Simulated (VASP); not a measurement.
# Ca2Ru2O7 with r2SCAN: from relaxation to properties

Aim: relax Ca2Ru2O7, then compute properties on the relaxed cell. The steps: full relaxation (r2SCAN), second relaxation, density, ELF and potential (r2SCAN), bands along the symmetry lines (r2SCAN), density of states (r2SCAN), independent-particle dielectric function (r2SCAN), volume scan with r2SCAN and fit for r2SCAN. Left out of this account: 1 further run (relaxation: a spoilt try). The start is a computed cell from the Materials Project.

Main program and level: VASP 6.6.1; r2SCAN, no spin polarisation; plane waves and PAW (Ca_sv, Ru_pv, O).

## 1. The starting structure

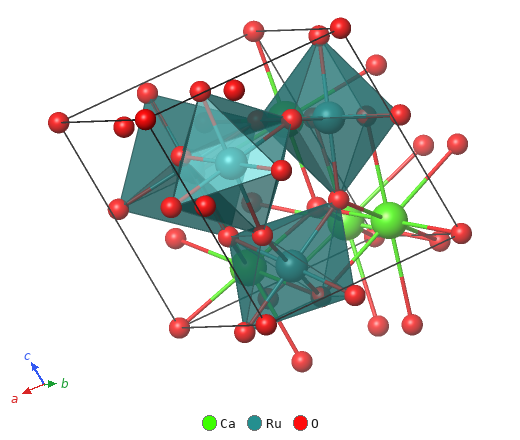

Start, viewed slightly off an axis; calcium green, ruthenium teal, oxygen red. Bonds to atoms that aren't drawn are left out. Some periodic images of atoms are drawn too.

## 2. Full relaxation (r2SCAN)

Properties are meant for the cell that this level of theory prefers, so cell and atoms are relaxed first (ISIF = 3) until forces and stress are small; EDIFFG sets the threshold. r2SCAN adds the kinetic-energy density, costs more than a GGA and is run with LASPH.

INCAR reads:

```
SYSTEM = Ca2Ru2O7
PREC = Accurate
ENCUT = 520
EDIFF = 1E-06
NELM = 100
ISMEAR = 0
SIGMA = 0.05
LREAL = Auto
ALGO = Normal
METAGGA = R2SCAN
LASPH = .TRUE.
NBANDS = 112
LORBIT = 11
LWAVE = .FALSE.
LCHARG = .FALSE.
KPAR = 8
IBRION = 2
NSW = 60
ISIF = 3
EDIFFG = -0.01
```

POSCAR reads:

```
Ca2Ru2O7
1.0
    0.0000000000      5.1188599200      5.1188599200
    5.1188599200      0.0000000000      5.1188599200
    5.1188599200      5.1188599200      0.0000000000
Ca Ru O
4 4 14
Direct
    0.1250000000      0.6250000000      0.1250000000
    0.1250000000      0.1250000000      0.6250000000
    0.6250000000      0.1250000000      0.1250000000
    0.1250000000      0.1250000000      0.1250000000
    0.1250000000      0.6250000000      0.6250000000
    0.6250000000      0.1250000000      0.6250000000
    0.6250000000      0.6250000000      0.1250000000
    0.6250000000      0.6250000000      0.6250000000
    0.6954802300      0.6954802300      0.3045197700
    0.6954802300      0.3045197700      0.6954802300
    0.9454802300      0.5545197700      0.5545197700
    0.6954802300      0.3045197700      0.3045197700
    0.5545197700      0.9454802300      0.9454802300
    0.3045197700      0.3045197700      0.6954802300
    0.9454802300      0.9454802300      0.5545197700
    0.0000000000      0.0000000000      0.0000000000
    0.5545197700      0.5545197700      0.9454802300
    0.9454802300      0.5545197700      0.9454802300
    0.5545197700      0.9454802300      0.5545197700
    0.2500000000      0.2500000000      0.2500000000
    0.3045197700      0.6954802300      0.3045197700
    0.3045197700      0.6954802300      0.6954802300
```

KPOINTS reads:

```
Automatic mesh
0
Gamma
4 4 4
0 0 0
```

PAW data sets: Ca_sv, Ru_pv and O (PBE family, release 64).

On the command line:

```bash
mpirun -np 8 vasp_std
```

Log:

```text
[banner, memory and clock lines left out]
running    8 mpi-ranks, on    1 nodes
 distrk:  each k-point on    1 cores,    8 groups
 distr:  one band on    1 cores,    1 groups

 POSCAR found type information on POSCAR CaRuO
 POSCAR found :  3 types and      22 ions
|                                                                             |
|           W    W    AA    RRRRR   N    N  II  N    N   GGGG   !!!           |
|           W    W   A  A   R    R  NN   N  II  NN   N  G    G  !!!           |
|           W    W  A    A  R    R  N N  N  II  N N  N  G       !!!           |
|           W WW W  AAAAAA  RRRRR   N  N N  II  N  N N  G  GGG   !            |
|           WW  WW  A    A  R   R   N   NN  II  N   NN  G    G                |
|           W    W  A    A  R    R  N    N  II  N    N   GGGG   !!!           |
|                                                                             |
|     For optimal performance we recommend to set                             |
|       NCORE = 2 up to number-of-cores-per-socket                            |
|     NCORE specifies how many cores store one orbital (NPAR=cpu/NCORE).      |
|     This setting can greatly improve the performance of VASP for DFT.       |
|     The default, NCORE=1 might be grossly inefficient on modern             |
|     multi-core architectures or massively parallel machines. Do your        |
|     Unfortunately you need to use the default for GW and RPA                |
|     calculations (for HF NCORE is supported but not extensively tested      |
|     yet).                                                                   |
|                                                                             |

|                                                                             |
|               ----> ADVICE to this user running VASP <----                  |
|                                                                             |
|     You enforced a specific xc type in the INCAR file but a different       |
|     [... a line on the potential file left out ...]
|     I HOPE YOU KNOW WHAT YOU ARE DOING!                                     |
|                                                                             |

 LDA part: xc-table for (None), standard interpolation
 POSCAR, INCAR and KPOINTS ok, starting setup
 FFT: planning ... GRIDC
 FFT: planning ... GRID_SOFT
 FFT: planning ... GRID
 WAVECAR not read
 entering main loop
       N       E                     dE             d eps       ncg     rms          rms(c)
DAV:   1     0.199123094544E+04    0.19912E+04   -0.10162E+05  1792   0.170E+03
DAV:   2    -0.122271994160E+03   -0.21135E+04   -0.20218E+04  1912   0.511E+02
DAV:   3    -0.346772578003E+03   -0.22450E+03   -0.22118E+03  2304   0.156E+02
DAV:   4    -0.355764801602E+03   -0.89922E+01   -0.89257E+01  2664   0.301E+01
DAV:   5    -0.356279165931E+03   -0.51436E+00   -0.51312E+00  2816   0.553E+00    0.807E+01
DAV:   6    -0.258851610734E+03    0.97428E+02   -0.22643E+02  2128   0.702E+01    0.289E+01
DAV:   7    -0.257497461177E+03    0.13541E+01   -0.61080E+01  2128   0.377E+01    0.214E+01
DAV:   8    -0.255485698170E+03    0.20118E+01   -0.64339E+00  2192   0.122E+01    0.611E+00
DAV:   9    -0.255763073740E+03   -0.27738E+00   -0.28297E+00  2256   0.472E+00    0.346E+00
DAV:  10    -0.255593319747E+03    0.16975E+00   -0.48522E-01  2344   0.233E+00    0.163E+00
DAV:  11    -0.255597725616E+03   -0.44059E-02   -0.21518E-01  2224   0.145E+00    0.722E-01
DAV:  12    -0.255594168101E+03    0.35575E-02   -0.69523E-02  2240   0.843E-01    0.429E-01
DAV:  13    -0.255592027658E+03    0.21404E-02   -0.55695E-03  2296   0.227E-01    0.277E-01
DAV:  14    -0.255591229670E+03    0.79799E-03   -0.62103E-03  2408   0.198E-01    0.111E-01
DAV:  15    -0.255591213826E+03    0.15844E-04   -0.13994E-03  2208   0.979E-02    0.643E-02
DAV:  16    -0.255591154536E+03    0.59289E-04   -0.19048E-04  2136   0.491E-02    0.143E-02
DAV:  17    -0.255591158346E+03   -0.38094E-05   -0.38254E-05  2320   0.136E-02    0.176E-02
DAV:  18    -0.255591164150E+03   -0.58044E-05   -0.81363E-06  1552   0.725E-03    0.327E-02
DAV:  19    -0.255591159078E+03    0.50722E-05   -0.25362E-05  1712   0.143E-02    0.402E-03
DAV:  20    -0.255591158803E+03    0.27544E-06   -0.25672E-06  1656   0.414E-03
   1 F= -.25559116E+03 E0= -.25557947E+03  d E =-.255591E+03
 curvature:   0.00 expect dE= 0.000E+00 dE for cont linesearch  0.000E+00
 trial: gam= 0.00000 g(F)=  0.169E+00 g(S)=  0.365E+00 ort = 0.000E+00 (trialstep = 0.100E+01)
 search vector abs. value=  0.535E+00
 bond charge predicted
       N       E                     dE             d eps       ncg     rms          rms(c)
DAV:   1    -0.259344576155E+03   -0.37534E+01   -0.14048E+02  1840   0.533E+01    0.200E+01
DAV:   2    -0.256148295874E+03    0.31963E+01   -0.96511E+00  1856   0.161E+01    0.595E+00
DAV:   3    -0.255730038241E+03    0.41826E+00   -0.19125E+00  2032   0.641E+00    0.479E+00
DAV:   4    -0.255586311744E+03    0.14373E+00   -0.65444E-01  2112   0.433E+00    0.888E-01
DAV:   5    -0.255581392994E+03    0.49187E-02   -0.51879E-02  2560   0.101E+00    0.384E-01
DAV:   6    -0.255584482830E+03   -0.30898E-02   -0.16216E-02  2912   0.415E-01    0.223E-01
DAV:   7    -0.255586154923E+03   -0.16721E-02   -0.51495E-03  2568   0.234E-01    0.136E-01
DAV:   8    -0.255586434826E+03   -0.27990E-03   -0.96497E-04  2880   0.113E-01    0.408E-02
DAV:   9    -0.255586393391E+03    0.41435E-04   -0.16521E-04  2368   0.518E-02    0.151E-02
DAV:  10    -0.255586398606E+03   -0.52144E-05   -0.15795E-05  2496   0.166E-02    0.667E-03
DAV:  11    -0.255586396888E+03    0.17171E-05   -0.26063E-06  1552   0.617E-03    0.244E-03
DAV:  12    -0.255586396375E+03    0.51379E-06   -0.45196E-07  1192   0.256E-03
   2 F= -.25558640E+03 E0= -.25557750E+03  d E =0.476243E-02
[...]
3 F= -.25572664E+03 E0= -.25571644E+03  d E =-.135477E+00
[...]
4 F= -.25574818E+03 E0= -.25573810E+03  d E =-.215419E-01
 trial-energy change:   -0.021542  1 .order   -0.021462   -0.031139   -0.011785
 step:   1.4274(harm=  1.4482)  dis= 0.01627  next Energy=  -255.751646 (dE=-0.250E-01)
 bond charge predicted
       N       E                     dE             d eps       ncg     rms          rms(c)
DAV:   1    -0.255762821030E+03   -0.14644E-01   -0.28204E+00  1792   0.598E+00    0.798E-01
DAV:   2    -0.255755043636E+03    0.77774E-02   -0.89315E-02  1920   0.135E+00    0.478E-01
DAV:   3    -0.255752607165E+03    0.24365E-02   -0.81491E-03  2104   0.463E-01    0.194E-01
DAV:   4    -0.255751993357E+03    0.61381E-03   -0.34451E-03  2136   0.260E-01    0.856E-02
DAV:   5    -0.255751981537E+03    0.11820E-04   -0.27216E-04  2568   0.669E-02    0.554E-02
DAV:   6    -0.255751985690E+03   -0.41528E-05   -0.55465E-05  2816   0.246E-02    0.273E-02
DAV:   7    -0.255751984247E+03    0.14423E-05   -0.20148E-05  2320   0.135E-02    0.107E-02
DAV:   8    -0.255751980165E+03    0.40823E-05   -0.36329E-06  1744   0.632E-03    0.160E-03
DAV:   9    -0.255751980322E+03   -0.15691E-06   -0.42117E-07  1016   0.243E-03
   5 F= -.25575198E+03 E0= -.25574194E+03  d E =-.253447E-01
 curvature:  -0.77 expect dE=-0.191E-04 dE for cont linesearch -0.142E-04
 trial: gam=-0.01889 g(F)=  0.241E-04 g(S)=  0.790E-06 ort = 0.825E-03 (trialstep = 0.101E+01)
 search vector abs. value=  0.682E-05
 reached required accuracy - stopping structural energy minimisation
```

It took 8.6 min on 8 MPI ranks of Intel Xeon 6975P-C (Granite Rapids), shared host; peak memory 4.4 GiB.

Lines that name or quote the potential files are left out of all logs, and their timing lines are given in words.

Parts of OUTCAR (step 2):

```text
ion  position               nearest neighbor table
   1  0.125  0.625  0.125-  16 2.22  20 2.22
   2  0.125  0.125  0.625-  16 2.22  20 2.22
   3  0.625  0.125  0.125-  16 2.22  20 2.22
   4  0.125  0.125  0.125-  16 2.22  20 2.22
   5  0.125  0.625  0.625-  11 1.95  14 1.95  15 1.95  18 1.95  21 1.95  22 1.95
   6  0.625  0.125  0.625-  10 1.95  12 1.95  13 1.95  14 1.95  15 1.95  19 1.95
   7  0.625  0.625  0.125-   9 1.95  12 1.95  13 1.95  17 1.95  18 1.95  21 1.95
   8  0.625  0.625  0.625-   9 1.95  10 1.95  11 1.95  17 1.95  19 1.95  22 1.95
   9  0.695  0.695  0.305-   7 1.95   8 1.95
  10  0.695  0.305  0.695-   6 1.95   8 1.95
  11  0.945  0.555  0.555-   5 1.95   8 1.95
  12  0.695  0.305  0.305-   6 1.95   7 1.95
  13  0.555  0.945  0.945-   6 1.95   7 1.95
  14  0.305  0.305  0.695-   5 1.95   6 1.95
  15  0.945  0.945  0.555-   5 1.95   6 1.95
  16  0.000  0.000  0.000-   1 2.22   2 2.22   3 2.22   4 2.22
  17  0.555  0.555  0.945-   7 1.95   8 1.95
  18  0.945  0.555  0.945-   5 1.95   7 1.95
  19  0.555  0.945  0.555-   6 1.95   8 1.95
  20  0.250  0.250  0.250-   1 2.22   2 2.22   3 2.22   4 2.22
  21  0.305  0.695  0.305-   5 1.95   7 1.95
  22  0.305  0.695  0.695-   5 1.95   8 1.95

  LATTYP: Found a face centered cubic cell.
 ALAT       =    10.2377198400

 Subroutine GETGRP returns: Found 48 space group operations
 (whereof 24 operations were pure point group operations)

The static configuration has the point symmetry T_d .
 The point group associated with its full space group is O_h .

 Found      8 irreducible k-points:

   k-points           NKPTS =      8   k-points in BZ     NKDIM =      8   number of bands    NBANDS=    112

   dimension x,y,z NGX =    54 NGY =   54 NGZ =   54
   dimension x,y,z NGXF=   108 NGYF=  108 NGZF=  108

   ENCUT  =  520.0 eV  38.22 Ry    6.18 a.u.  13.46 13.46 13.46*2*pi/ulx,y,z

   NELECT =     180.0000    total number of electrons

 k-points in reciprocal lattice and weights: Automatic mesh
   0.00000000  0.00000000  0.00000000       0.016
   0.25000000  0.00000000  0.00000000       0.125
   0.50000000  0.00000000  0.00000000       0.062
   0.25000000  0.25000000  0.00000000       0.094
   0.50000000  0.25000000  0.00000000       0.375
  -0.25000000  0.25000000  0.00000000       0.188
   0.50000000  0.50000000  0.00000000       0.047
  -0.25000000  0.50000000  0.25000000       0.094

 average (electrostatic) potential at core
       1 -46.4411       2 -46.4411       3 -46.4411       4 -46.4411       5 -82.3867
       6 -82.3867       7 -82.3867       8 -82.3867       9 -74.8221      10 -74.8221
      11 -74.8221      12 -74.8221      13 -74.8221      14 -74.8221      15 -74.8221
      16 -71.7890      17 -74.8221      18 -74.8221      19 -74.8221      20 -71.7890
      21 -74.8221      22 -74.8221

 E-fermi :   4.1192

 k-point     1 :       0.0000    0.0000    0.0000
  band No.  band energies     occupation
    ...
     88       3.7906      2.00000
     89       3.7906      2.00000
     90       4.0309      1.98749
     91       4.0309      1.98749
     92       4.0309      1.98749
     93       4.5531      0.00000
     94       5.0538      0.00000
     95       5.0538      0.00000
     96       5.0538      0.00000
     97       6.7773      0.00000
    ...

 k-point     2 :       0.2500    0.0000    0.0000
  band No.  band energies     occupation
    ...
     88       3.7787      2.00000
     89       3.7787      2.00000
     90       3.8551      2.00000
     91       4.0701      1.83480
     92       4.0701      1.83477
     93       4.5492      0.00000
     94       4.9240      0.00000
     95       4.9240      0.00000
     96       5.0972      0.00000
     97       6.9454      0.00000
    ...

 k-point     3 :       0.5000    0.0000    0.0000
  band No.  band energies     occupation
    ...
     87       3.6416      2.00000
     88       3.9308      2.00000
     89       3.9308      2.00000
     90       4.1300      0.75983
     91       4.1300      0.75971
     92       4.1915      0.04076
     93       4.3389      0.00000
     94       4.7603      0.00000
     95       4.7603      0.00000
     96       5.1139      0.00000
    ...

  Total       -0.0109597     -0.0109597     -0.0109597      0.0000000      0.0000000      0.0000000
  in kB       -0.0665836     -0.0665836     -0.0665836      0.0000000      0.0000000      0.0000000
  external PRESSURE =      -0.0665836 kB  Pullay stress =       0.0000000 kB

  energy-cutoff  :      520.00
  volume of cell :      263.72
      direct lattice vectors                 reciprocal lattice vectors
     0.000000000  5.089844875  5.089844875    -0.098234821  0.098234821  0.098234821
     5.089844875 -0.000000000  5.089844875     0.098234821 -0.098234821  0.098234821
     5.089844875  5.089844875 -0.000000000     0.098234821  0.098234821 -0.098234821

 POSITION                                       TOTAL-FORCE (eV/Angst)
 -----------------------------------------------------------------------------------
      3.81738      1.27246      3.81738        -0.000000     -0.000000     -0.000000
      3.81738      3.81738      1.27246        -0.000000     -0.000000     -0.000000
      1.27246      3.81738      3.81738        -0.000000     -0.000000     -0.000000
      1.27246      1.27246      1.27246        -0.000000     -0.000000     -0.000000
      6.36231      3.81738      3.81738        -0.000000     -0.000000     -0.000000
      3.81738      6.36231      3.81738        -0.000000     -0.000000     -0.000000
      3.81738      3.81738      6.36231        -0.000000     -0.000000     -0.000000
      6.36231      6.36231      6.36231        -0.000000     -0.000000     -0.000000
      5.08984      5.08984      7.05070        -0.000000     -0.000000     -0.006456
      5.08984      7.05070      5.08984        -0.000000     -0.006456     -0.000000
      5.67391      7.63477      7.63477         0.006456     -0.000000     -0.000000
      3.12899      5.08984      5.08984         0.006456     -0.000000     -0.000000
      9.59563      7.63477      7.63477        -0.006456     -0.000000     -0.000000
      5.08984      5.08984      3.12899        -0.000000     -0.000000      0.006456
      7.63477      7.63477      9.59563        -0.000000     -0.000000     -0.006456
      5.08984     -0.00000      5.08984        -0.000000     -0.000000     -0.000000
      7.63477      7.63477      5.67391        -0.000000     -0.000000      0.006456
      7.63477      9.59563      7.63477        -0.000000     -0.006456     -0.000000
      7.63477      5.67391      7.63477        -0.000000      0.006456     -0.000000
      2.54492      2.54492      2.54492        -0.000000     -0.000000     -0.000000
      5.08984      3.12899      5.08984        -0.000000      0.006456     -0.000000
      7.05070      5.08984      5.08984        -0.006456     -0.000000     -0.000000
 -----------------------------------------------------------------------------------
    total drift:                               -0.000000     -0.000000      0.000000

  FREE ENERGIE OF THE ION-ELECTRON SYSTEM (eV)
  ---------------------------------------------------
  free  energy   TOTEN  =      -255.7519803220 eV

  energy  without entropy=     -255.7319085687  energy(sigma->0) =     -255.74194445

 reached required accuracy - stopping structural energy minimisation

 total charge
# of ion       s       p       d       tot
------------------------------------------
    1        2.027   5.875   0.263   8.165
    2        2.027   5.875   0.263   8.165
    3        2.027   5.875   0.263   8.165
    4        2.027   5.875   0.263   8.165
    5        0.396   6.435   5.628  12.460
    6        0.396   6.435   5.628  12.460
    7        0.396   6.435   5.628  12.460
    8        0.396   6.435   5.628  12.460
    9        1.576   3.461   0.000   5.036
   10        1.576   3.461   0.000   5.036
   11        1.576   3.461   0.000   5.036
   12        1.576   3.461   0.000   5.036
   13        1.576   3.461   0.000   5.036
   14        1.576   3.461   0.000   5.036
   15        1.576   3.461   0.000   5.036
   16        1.566   3.500   0.000   5.066
   17        1.576   3.461   0.000   5.036
   18        1.576   3.461   0.000   5.036
   19        1.576   3.461   0.000   5.036
   20        1.566   3.500   0.000   5.066
   21        1.576   3.461   0.000   5.036
   22        1.576   3.461   0.000   5.036
--------------------------------------------------
tot         31.734  97.767  23.564 153.065

[... 3 further parts left out ...]
```

CONTCAR:

```
Ca2Ru2O7
   1.00000000000000
     0.0000000000000000    5.0898448751247578    5.0898448751247578
     5.0898448751247578   -0.0000000000000000    5.0898448751247578
     5.0898448751247578    5.0898448751247578   -0.0000000000000000
  Ca              Ru              O
     4     4    14
Direct
     0.1250000000000000    0.6250000000000000    0.1250000000000000
     0.1250000000000000    0.1250000000000000    0.6250000000000000
     0.6250000000000000    0.1250000000000000    0.1250000000000000
     0.1250000000000000    0.1250000000000000    0.1250000000000000
     0.1250000000000000    0.6250000000000000    0.6250000000000000
     0.6250000000000000    0.1250000000000000    0.6250000000000000
     0.6250000000000000    0.6250000000000000    0.1250000000000000
     0.6250000000000000    0.6250000000000000    0.6250000000000000
     0.6926245269418906    0.6926245269418906    0.3073754730581094
     0.6926245269418906    0.3073754730581094    0.6926245269418906
     0.9426245269418906    0.5573754730581094    0.5573754730581094
     0.6926245269418906    0.3073754730581094    0.3073754730581094
     0.5573754730581094    0.9426245269418906    0.9426245269418906
     0.3073754730581094    0.3073754730581094    0.6926245269418906
     0.9426245269418906    0.9426245269418906    0.5573754730581094
     0.0000000000000000    1.0000000000000000    0.0000000000000000
     0.5573754730581094    0.5573754730581094    0.9426245269418906
     0.9426245269418906    0.5573754730581094    0.9426245269418906
     0.5573754730581094    0.9426245269418906    0.5573754730581094
     0.2500000000000000    0.2500000000000000    0.2500000000000000
     0.3073754730581094    0.6926245269418906    0.3073754730581094
     0.3073754730581094    0.6926245269418906    0.6926245269418906
```

This run has no spin polarisation, although Ru can carry a moment. The k-mesh is coarse for a metal. The PAW data sets were made with PBE, which is usual practice but a small mismatch for other functionals. The run keeps the 48 symmetry operations of its start, so it cannot find a distortion of lower symmetry.

(Continued in part 2 of 6.)

[Lines on the potential files, build, host, timing and source positions are cut from VASP's logs without a mark.]

[Logs are printed without paths, hosts, clocks, repeated set-up lines and the standing remarks that a program may print on its own settings, such as how far it seeks lower states.]

[Hosts, paths, dates, database ids (printed as entryN), source tags and the programs' standing remarks are cut or masked in the printed files.]

[A measured line is paired with the nearest computed mode of its activity, which favours agreement.]
